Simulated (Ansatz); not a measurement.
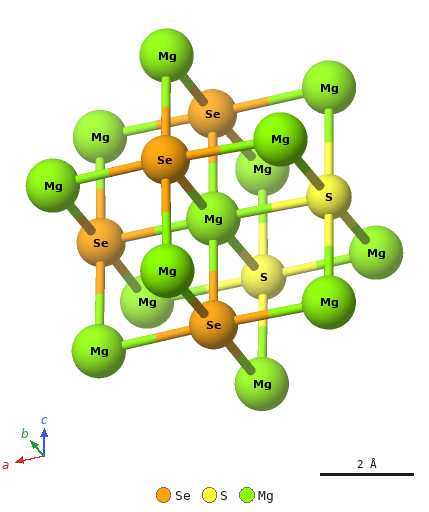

A crystal of Se$_{20}$S$_{12}$Mg$_{32}$ (a generated structure, set up in P1), before the relaxation. Style: ball-and-stick. Shown: the atoms within 4.2 Å of the atom that moves most (axes of the cell of the calculation), from a free direction.

All numbers below come from DFT, PBEsol, PAW, plane waves (Ansatz 0.2.0).

(plane-wave cutoff 420 eV; k-point mesh 1 × 1 × 1; mesh shifted by (0.25, 0.25, 0.25); no spin polarisation; cell relaxed at fixed shape; force threshold 0.03 eV/Å; at most 80 steps)

```
Se S Mg
1.0
    10.69599    0.00000    0.00000
     0.00000   10.69599    0.00000
     0.00000    0.00000   10.69599
Se S Mg
20 12 32
Direct
  0.24998 0.99959 0.00372
  0.24517 0.00230 0.50014
  0.24982 0.50262 0.00092
  0.75136 0.00317 0.00446
  0.75200 0.50061 0.49884
  0.00097 0.25439 0.99781
  0.99720 0.75203 0.99940
  0.99913 0.75153 0.50078
  0.49825 0.24993 0.00131
  0.99633 0.99982 0.74888
  0.00139 0.50015 0.74937
  0.49980 0.99648 0.25053
  0.49999 0.49946 0.25152
  0.24962 0.25328 0.25015
  0.25017 0.24963 0.74674
  0.24650 0.74952 0.24907
  0.24802 0.74983 0.75189
  0.75025 0.24883 0.24987
  0.75375 0.74985 0.24716
  0.75090 0.75127 0.75305
  0.25341 0.50364 0.50017
  0.75196 0.99971 0.49679
  0.74703 0.49880 0.99768
  0.99932 0.24852 0.50121
  0.49972 0.25071 0.49822
  0.49952 0.74787 0.99733
  0.50178 0.75045 0.49962
  0.00048 0.99994 0.24950
  0.99965 0.50040 0.25071
  0.50010 0.00079 0.75513
  0.50126 0.49557 0.75011
  0.75097 0.24926 0.74447
  0.99961 0.99941 0.00129
  0.99888 0.00275 0.49771
  0.00231 0.49851 0.99748
  0.99866 0.50102 0.50014
  0.50193 0.99688 0.99978
  0.49792 0.99879 0.50428
  0.50012 0.49898 0.99994
  0.49720 0.50196 0.49711
  0.24777 0.25106 0.99857
  0.24788 0.24996 0.50003
  0.25159 0.74904 0.99925
  0.24978 0.75123 0.50022
  0.75013 0.25316 0.99864
  0.75102 0.25036 0.49958
  0.74996 0.75515 0.99838
  0.74928 0.74925 0.49589
  0.24710 0.99924 0.25087
  0.24859 0.99977 0.74871
  0.24574 0.49983 0.25570
  0.24914 0.49991 0.75069
  0.74927 0.00216 0.24779
  0.74930 0.99798 0.74737
  0.74962 0.49868 0.25089
  0.75021 0.50011 0.74821
  0.00284 0.24928 0.24804
  0.99908 0.25089 0.75019
  0.00130 0.74808 0.24873
  0.00263 0.75128 0.74737
  0.49848 0.25139 0.24842
  0.49624 0.24896 0.75010
  0.49863 0.74946 0.25181
  0.49845 0.75119 0.74917
```

Question: Predict the outcome.

Answer: The energy falls by 11.6 meV per atom in 3 geometry steps. Largest force component: 0.56 eV/Å at the start, 0.011 eV/Å at the end. Pressure: 0.33 GPa at the start and 0.04 GPa at the end. Mg47 moves most relative to the cell: 0.12 Å along [−2 −3 0]. By element the largest moves are Mg 0.12 Å, S 0.08 Å, Se 0.07 Å. The drawn cell changes as follows: a = b = c 10.696 → 10.702 Å (+0.1 %); the volume changes by +0.2 %. Among the contacts that change: Se4–Mg53 2.603 → 2.732 Å, S23–Mg47 2.742 → 2.629 Å, Se20–Mg54 2.640 → 2.735 Å, Se7–Mg47 2.645 → 2.739 Å. Among the angles between lasting bonds that change: S23–Mg47–S26 87.7° → 92.1°, Se4–Mg47–Se20 92.3° → 89.0°, Se4–Mg47–Se7 90.4° → 87.9°. The space group stays P1 (No. 1).

After the run, drawn alike:

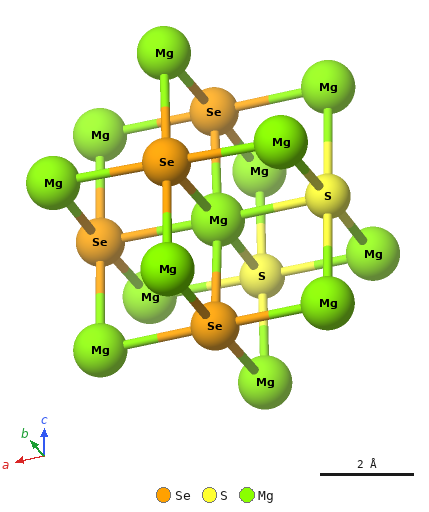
